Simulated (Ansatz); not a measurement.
System: white tin (β-Sn). Method: PBEsol+SOC in Ansatz (PAW).

Run with plane-wave cutoff 520 eV, 20×20×20 k mesh, Fermi–Dirac smearing 0.05 eV, PAW data made under PBE.

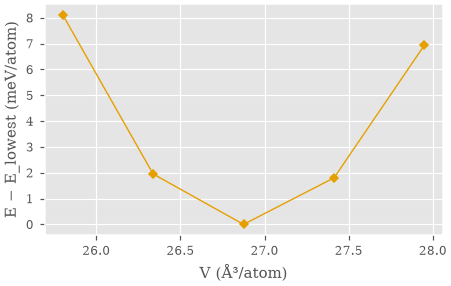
Total energy against volume

Task: From the curve, estimate the equilibrium volume and the bulk modulus.

Result: V0 ≈ 26.9 Å³/atom and B0 ≈ 56 GPa; the fit gives V0 = 26.875 Å³/atom, B0 = 55.9 GPa, B′ = 4.8.

Shape and atoms are relaxed at each volume.

Measured, for comparison: bulk modulus 57.0 GPa (temperature not stated, not corrected to a static lattice; as tabulated in Chen et al. (2023), arXiv:2209.05059). Computed less measured: bulk modulus -1.9 %.

Ansatz is an electronic-structure program.
